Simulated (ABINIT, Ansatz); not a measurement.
# Cs3Bi2Br9 (P-3m1): changed settings of a GW run in ABINIT

What do changed inputs do to GW on Cs3Bi2Br9 (P-3m1)?

Program: ABINIT 10.8.3. Level of theory: LDA and many-body steps on it, plane waves. Results are calculated unless marked as measured.

### Step 1. The structure

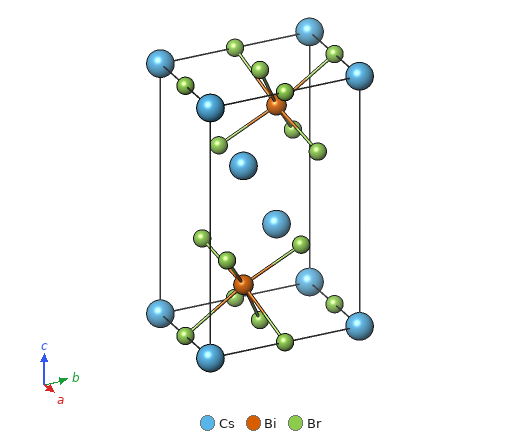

The starting structure, seen slightly off an axis (caesium blue, bismuth orange, bromine green). Some periodic images of atoms are drawn too.

The cell and positions come from the Crystallography Open Database and are kept as given unless a step says otherwise. Spin-orbit coupling is left out unless a step names it.

### Step 2. Screening, 3×3×1 mesh, 229 bands, screening to 114.3 eV

This step: ABINIT 10.8.3; RPA screening on LDA, plane waves, norm-conserving pseudopotentials.

The RPA dielectric matrix is built and inverted for each q.

The input, run.abi:

```
acell 3*1.0 Angstrom
rprim 
  7.972000000018 -0.000000000004 0.000000000000
  -3.986000000005 6.903954518987 0.000000000000
  0.000000000000 0.000000000000 9.867000000000
ntypat 3
znucl 55 83 35
natom 14
typat 1 1 1 2 2 3 3 3 3 3 3 3 3 3
xred 
  0.666666666667 0.333333333333 0.666900000000
  0.333333333333 0.666666666667 0.333100000000
  0.000000000000 0.000000000000 0.000000000000
  0.666666666667 0.333333333333 0.191800000000
  0.333333333333 0.666666666667 0.808200000000
  0.500000000000 0.500000000000 0.000000000000
  0.500000000000 0.000000000000 0.000000000000
  0.000000000000 0.500000000000 0.000000000000
  0.335300000000 0.167650000000 0.339400000000
  0.832350000000 0.167650000000 0.339400000000
  0.832350000000 0.664700000000 0.339400000000
  0.167650000000 0.335300000000 0.660600000000
  0.167650000000 0.832350000000 0.660600000000
  0.664700000000 0.832350000000 0.660600000000
pp_dirpath "pseudos"
pseudos "Cs.upf, Bi.upf, Br.upf"
ecut 34
ngkpt 3 3 1
nshiftk 1
shiftk 0 0 0
kptopt 1
chksymbreak 0
istwfk *1
occopt 1
irdwfk 1
optdriver 3
nband 229
ecuteps 4.2
inclvkb 2
awtr 1
symchi 1
indata_prefix "in"
outdata_prefix "out"
tmpdata_prefix "tmp"
gwmem 10
```

Launch:

```bash
$ OMP_NUM_THREADS=1 mpirun -n 16 abinit run.abi > log
```

The program printed:

```text
.Version 10.8.3 of ABINIT. v10.8.2 released Aug 2026.

 Symmetries : space group P-3 m 1 (#164); Bravais hP (primitive hexag.)
[... echo of the input left out ...]
== DATASET  1 ==================================================================
-   mpi_nproc: 16, omp_nthreads: 1 (-1 if OMP is not activated)

--- !DatasetInfo
iteration_state: {dtset: 1, }
dimensions: {natom: 14, nkpt: 3, mband: 229, nsppol: 1, nspinor: 1, nspden: 1, mpw: 34765, }
cutoff_energies: {ecut:  34.0, pawecutdg:  -1.0, }
electrons: {nelect:   2.26000000E+02, charge:   0.00000000E+00, occopt:   1.00000000E+00, tsmear:   1.00000000E-02, }

 SCREENING: Calculation of the susceptibility and dielectric matrices

 Based on a program developped by R.W. Godby, V. Olevano, G. Onida, and L. Reining.
 Incorporated in ABINIT by V. Olevano, G.-M. Rignanese, and M. Torrent.
.Using double precision arithmetic ; gwpc =  8

[... cell and pseudopotentials left out ...]
--------------------------------------------------------------------------------

 ==== K-mesh for the wavefunctions ====
 Number of points in the irreducible wedge :     3
[... list of points left out ...]
 Together with 12 symmetry operations and time-reversal symmetry
 yields     9 points in the full Brillouin Zone.

 ==== Q-mesh for the screening function ====
 Number of points in the irreducible wedge :     3
[... list of points left out ...]
 Together with 12 symmetry operations and time-reversal symmetry
 yields     9 points in the full Brillouin Zone.

 setmesh: FFT mesh size selected  =    48x   48x   72
          total number of points  =       165888

 vcoul_init : cutoff-mode = AUXILIARY_FUNCTION
 q-points for optical limit:   1
     1)      0.000010    0.000020    0.000030

- screening: taking advantage of time-reversal symmetry
- Maximum band index for partially occupied states nbvw = 113
- Remaining bands to be divided among processors   nbcw = 116
- Number of bands treated by each node ~7

 Number of electrons calculated from density =  226.0000; Expected =  226.0000
 average of density, n =  0.061668
 r_s =    1.5702
 omega_plasma =   23.9545 [eV]

 calculating chi0 at frequencies [eV] :
  1    0.000000E+00    0.000000E+00
  2    0.000000E+00    2.395446E+01

--------------------------------------------------------------------------------
  q-point number  1        q = ( 0.000000, 0.000000, 0.000000) [r.l.u.]
--------------------------------------------------------------------------------
[... chi0 elements left out ...]
 For q-point:  0.000010 0.000020 0.000030
  dielectric constant =   3.8749
  dielectric constant without local fields =   4.9509

  Average fulfillment of the sum rule on Im[epsilon] for q-point    1 :     27.85  [%]
[... wings left out ...]
  q-point number  2        q = ( 0.333333, 0.000000, 0.000000) [r.l.u.]
--------------------------------------------------------------------------------
[... chi0 elements left out ...]
  Average fulfillment of the sum rule on Im[epsilon] for q-point    2 :     32.31  [%]

 [... 1 further q-points ...]
```

The job ended after 5.5 min (16 MPI ranks of Arm Neoverse V2, shared host; peak memory 21 GiB; 88 min of CPU time).

This step gave:

* ε∞ with local fields, on this mesh, along the program's q direction: 3.875
* the same without local fields: 4.951
* plasma frequency: 23.95 eV
* plane waves in the screening matrix: 1487

Local fields lower ε∞ by 22 %. On a Γ-centred mesh this coarse the value itself is usually too large, while a short band sum pulls it down.

### Step 3. Base

The self-energy is evaluated for the states that the input lists, and the levels follow from it, in one-shot runs by the linearised quasiparticle equation.

This step: G0W0 on LDA, plane waves, norm-conserving pseudopotentials.

run.abi: that of step 2 with these lines changed.

```diff
@@ -35,8 +35,15 @@
 irdwfk 1
-optdriver 3
+optdriver 4
 nband 229
+gwcalctyp 0
+ecutsigx 34
+symsigma 1
+nkptgw 1
+kptgw 
+  0.0000000000 0.0000000000 0.0000000000
+bdgw 
+  112 116
 ecuteps 4.2
-inclvkb 2
-awtr 1
-symchi 1
+irdscr 1
+ppmodel 1
 indata_prefix "in"
```

The program printed:

```text
.Version 10.8.3 of ABINIT. v10.8.2 released Aug 2026.

 Symmetries : space group P-3 m 1 (#164); Bravais hP (primitive hexag.)
[... echo of the input left out ...]
== DATASET  1 ==================================================================
-   mpi_nproc: 16, omp_nthreads: 1 (-1 if OMP is not activated)

--- !DatasetInfo
iteration_state: {dtset: 1, }
dimensions: {natom: 14, nkpt: 3, mband: 229, nsppol: 1, nspinor: 1, nspden: 1, mpw: 34765, }
cutoff_energies: {ecut:  34.0, pawecutdg:  -1.0, }
electrons: {nelect:   2.26000000E+02, charge:   0.00000000E+00, occopt:   1.00000000E+00, tsmear:   1.00000000E-02, }

 SIGMA: Calculation of the GW corrections

 Based on a program developped by R.W. Godby, V. Olevano, G. Onida, and L. Reining.
 Incorporated in ABINIT by V. Olevano, G.-M. Rignanese, and M. Torrent.
.Using double precision arithmetic ; gwpc =  8

[... cell and pseudopotentials left out ...]
--------------------------------------------------------------------------------

 ==== K-mesh for the wavefunctions ====
 Number of points in the irreducible wedge :     3
[... list of points left out ...]
 Together with 12 symmetry operations and time-reversal symmetry
 yields     9 points in the full Brillouin Zone.

 ==== Q-mesh for screening function ====
 Number of points in the irreducible wedge :     3
[... list of points left out ...]
 Together with 12 symmetry operations and time-reversal symmetry
 yields     9 points in the full Brillouin Zone.

 vcoul_init : cutoff-mode = AUXILIARY_FUNCTION
 q-points for optical limit:   1
     1)      0.000010    0.000020    0.000030
 setmesh: FFT mesh size selected  =    72x   72x  100
          total number of points  =       518400

 Number of electrons calculated from density =  226.0000; Expected =  226.0000
 average of density, n =  0.061668
 r_s =    1.5702
 omega_plasma =   23.9545 [eV]

 === KS Band Gaps ===
  >>>> For spin  1
   Minimum direct gap =   2.4168 [eV], located at k-point      :   0.0000  0.0000  0.0000
   Fundamental gap    =   2.4168 [eV], Top of valence bands at :   0.0000  0.0000  0.0000
                                       Bottom of conduction at :   0.0000  0.0000  0.0000
 SIGMA fundamental parameters:
 PLASMON POLE MODEL  1
 number of plane-waves for SigmaX                34765
 number of plane-waves for SigmaC and W           1487
 number of plane-waves for wavefunctions         34765
 number of bands                                   229
 number of independent spin polarizations            1
 number of spinorial components                      1
 number of k-points in IBZ                           3
 number of q-points in IBZ                           3
 number of symmetry operations                      12
 number of k-points in BZ                            9
 number of q-points in BZ                            9
 number of frequencies for dSigma/dE                 9
 frequency step for dSigma/dE [eV]                0.25
 number of omega for Sigma on real axis              0
 max omega for Sigma on real axis  [eV]           0.00
 zcut for avoiding poles [eV]                     0.10

 EPSILON^-1 parameters (SCR file):
 dimension of the eps^-1 matrix on file           1487
 dimension of the eps^-1 matrix used              1487
 number of plane-waves for wavefunctions         34765
 number of bands                                   229
 number of q-points in IBZ                           3
 number of frequencies                               2
 number of real frequencies                          1
 number of imag frequencies                          1

 matrix elements of self-energy operator (all in [eV])

 Perturbative Calculation

--- !SelfEnergy_ee
iteration_state: {dtset: 1, }
kpoint     : [   0.000,    0.000,    0.000, ]
spin       : 1
KS_gap     :    2.417
QP_gap     :    4.479
Delta_QP_KS:    2.062
data: !SigmaeeData |
     Band     E0 <VxcDFT>   SigX SigC(E0)      Z dSigC/dE  Sig(E)    E-E0       E
      112   0.422 -14.794 -19.588   3.317   0.796  -0.256 -15.970  -1.176  -0.754
      113   1.017 -15.419 -18.310   2.300   0.808  -0.237 -15.897  -0.477   0.540
      114   3.434 -12.310  -8.702  -1.705   0.832  -0.201 -10.726   1.585   5.019
      115   4.202 -13.642 -10.264  -1.542   0.824  -0.214 -12.130   1.512   5.715
      116   4.202 -13.642 -10.264  -1.542   0.824  -0.214 -12.130   1.512   5.715

== END DATASET(S) ==============================================================
================================================================================

 -outvars: echo values of variables after computation  --------
           etotal      0.0000000000E+00
            nband         229
             nkpt           3
          spgroup         164
 [... the other variables as echoed above ...]

 Calculation completed.
```

The job ended after 27 s (16 MPI ranks; peak memory 11 GiB).

Numbers from this step:

- G0W0 gap on the points computed: 4.479 eV
- starting gap on the mesh: 2.417 eV
- k of the valence top: 0, 0, 0
- k of the conduction bottom: 0, 0, 0
- Z at the valence top: 0.808
- Z at the conduction bottom: 0.832
- least direct G0W0 gap on the computed points: 4.479 eV

The gap on the mesh goes from 2.42 eV to 4.48 eV, a correction of +2.06 eV.

### Step 4. Exchange cutoff of one hartree

run.abi: that of step 3 with these lines changed.

```diff
@@ -38,3 +38,3 @@
 gwcalctyp 0
-ecutsigx 34
+ecutsigx 1
 symsigma 1
```

The program printed:

```text
.Version 10.8.3 of ABINIT. v10.8.2 released Aug 2026.

 Symmetries : space group P-3 m 1 (#164); Bravais hP (primitive hexag.)
[... echo of the input left out ...]
== DATASET  1 ==================================================================
-   mpi_nproc: 16, omp_nthreads: 1 (-1 if OMP is not activated)

--- !DatasetInfo
iteration_state: {dtset: 1, }
dimensions: {natom: 14, nkpt: 3, mband: 229, nsppol: 1, nspinor: 1, nspden: 1, mpw: 34765, }
cutoff_energies: {ecut:  34.0, pawecutdg:  -1.0, }
electrons: {nelect:   2.26000000E+02, charge:   0.00000000E+00, occopt:   1.00000000E+00, tsmear:   1.00000000E-02, }

 SIGMA: Calculation of the GW corrections

 Based on a program developped by R.W. Godby, V. Olevano, G. Onida, and L. Reining.
 Incorporated in ABINIT by V. Olevano, G.-M. Rignanese, and M. Torrent.
.Using double precision arithmetic ; gwpc =  8

[... cell and pseudopotentials left out ...]
--------------------------------------------------------------------------------

 ==== K-mesh for the wavefunctions ====
 Number of points in the irreducible wedge :     3
[... list of points left out ...]
 Together with 12 symmetry operations and time-reversal symmetry
 yields     9 points in the full Brillouin Zone.

 ==== Q-mesh for screening function ====
 Number of points in the irreducible wedge :     3
[... list of points left out ...]
 Together with 12 symmetry operations and time-reversal symmetry
 yields     9 points in the full Brillouin Zone.

 vcoul_init : cutoff-mode = AUXILIARY_FUNCTION
 q-points for optical limit:   1
     1)      0.000010    0.000020    0.000030
 setmesh: FFT mesh size selected  =    45x   45x   60
          total number of points  =       121500

 Number of electrons calculated from density =  226.0000; Expected =  226.0000
[...]
number of q-points in IBZ                           3
 number of symmetry operations                      12
 number of k-points in BZ                            9
 number of q-points in BZ                            9
 number of frequencies for dSigma/dE                 9
 frequency step for dSigma/dE [eV]                0.25
 number of omega for Sigma on real axis              0
 max omega for Sigma on real axis  [eV]           0.00
 zcut for avoiding poles [eV]                     0.10

 EPSILON^-1 parameters (SCR file):
 dimension of the eps^-1 matrix on file           1487
 dimension of the eps^-1 matrix used               171
 number of plane-waves for wavefunctions         34765
 number of bands                                   229
 number of q-points in IBZ                           3
 number of frequencies                               2
 number of real frequencies                          1
 number of imag frequencies                          1

 matrix elements of self-energy operator (all in [eV])

 Perturbative Calculation

--- !SelfEnergy_ee
iteration_state: {dtset: 1, }
kpoint     : [   0.000,    0.000,    0.000, ]
spin       : 1
KS_gap     :    2.417
QP_gap     :    2.777
Delta_QP_KS:    0.360
data: !SigmaeeData |
     Band     E0 <VxcDFT>   SigX SigC(E0)      Z dSigC/dE  Sig(E)    E-E0       E
      112   0.422 -14.794 -14.536   3.090   0.808  -0.238 -12.090   2.704   3.126
      113   1.017 -15.419 -12.778   2.111   0.823  -0.216 -11.510   3.910   4.927
      114   3.434 -12.310  -5.380  -1.838   0.838  -0.193  -8.041   4.270   7.703
      115   4.202 -13.642  -6.091  -1.708   0.832  -0.202  -8.781   4.861   9.063
      116   4.202 -13.642  -6.091  -1.708   0.832  -0.202  -8.781   4.861   9.063

== END DATASET(S) ==============================================================
================================================================================

 -outvars: echo values of variables after computation  --------
           etotal      0.0000000000E+00
            nband         229
             nkpt           3
          spgroup         164
 [... the other variables as echoed above ...]

 Calculation completed.
```

Run time: 6.9 s. Hardware: 16 MPI ranks; peak memory 2.9 GiB; 1.8 min of CPU time.

The run ended normally, though the input holds a fault or crude settings.

The fault put into this input: exchange cutoff of one hartree. It printed a gap of 2.78 eV, an artefact of the input.

### Step 5. Side by side

Times are wall times on 16 MPI ranks of Arm Neoverse V2, shared host, good to a factor of about two. A run's time includes the screening step that it read.

```csv
run,mesh,bands,screening cutoff (eV),DFT gap (eV),gap on the mesh (eV),direct (eV),ε∞ used,time
base,3×3×1,229,114.3,2.417,4.479,4.479,3.87,6 min
```

### Step 6. Summary of results

```
base         : 4.479 eV
known limits : not at the basis limit; no spin-orbit coupling; coarse k mesh
```

In words: Bands and cutoff are finite, so the gap is not at the basis limit. The miss can reach some tenths of an eV and take either sign; the mesh is an error of its own. In the G0W0 run levels were corrected at 1 k point alone, so a gap called «on the mesh» is the least over those, and an edge elsewhere would be missed. The 3×3×1 mesh is coarse for this cell, which bears on the long-range parts of exchange and screening. Where an edge is built on 6p states of lead, bismuth or thallium, scalar-relativistic gaps usually stand too wide, by a few tenths to over one eV. The many-body steps are scalar-relativistic: spin-orbit coupling is not in them.

[Paths, hosts, dates, memory and timing lines, banners, echoed tables and standing remarks are left out of the program output.]

[Logs are printed without paths, hosts, clocks, repeated set-up lines and the standing remarks that a program may print on its own settings, such as how far it seeks lower states.]

[Runs of the session that timed out or met a known fault of the program may be left out.]

[Hosts, paths, dates, database ids (printed as entryN), source tags and the programs' standing remarks are cut or masked in the printed files.]

[G0W0 gaps are taken among the corrected bands and points alone; a level outside them can change the order at an edge.]

[Where Ansatz stands beside ABINIT at settings called matched, ABINIT's density can come from a denser mesh and the files from another edition; pairs whose starting gaps differed by over 0.03 eV were left out, so agreement reads better than it is.]
